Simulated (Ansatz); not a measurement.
System: BI₄.

```
B I
1.0
     5.88162    0.00000    0.00000
     0.00000    5.88162    0.00000
     0.00000    0.00000    5.88162
B I
1 4
Direct
  0.00000 0.00000 0.00000
  0.25000 0.25000 0.25000
  0.75000 0.75000 0.25000
  0.25000 0.75000 0.75000
  0.75000 0.25000 0.75000
```

Space group P-43m; built by placing these elements on a known structure type; not relaxed (largest force 2.0 eV/Å); computed pressure about −6 GPa in this cell; computed without spin polarisation.

Theory: DFT, PAW plane waves, r2SCAN (Ansatz).

### What will maps of the valence pseudo-density and electron localisation function show?

B–I (2.55 Å): ρ is about 0.46 e/Å³ halfway, with its minimum of 0.41 e/Å³ about 1.1 Å from B; the ELF peaks at about 0.85 between the atoms.
Bader's partition of the density gives B +0.40 and I −0.10 e.

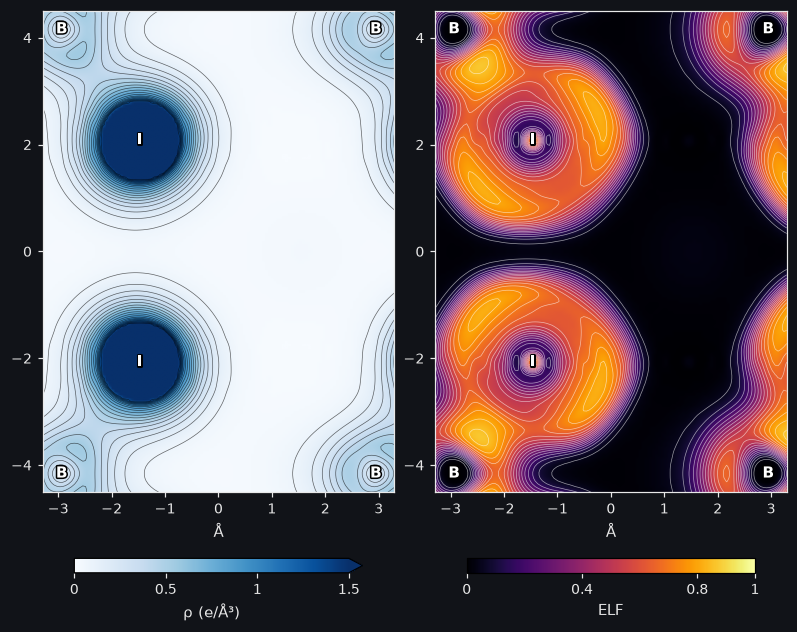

Computed valence pseudo-density and electron localisation function on the (11̄0) plane of the conventional cell, in this order. 

The density is the valence pseudo-density of a PAW calculation; it isn't the true density close to the nuclei.
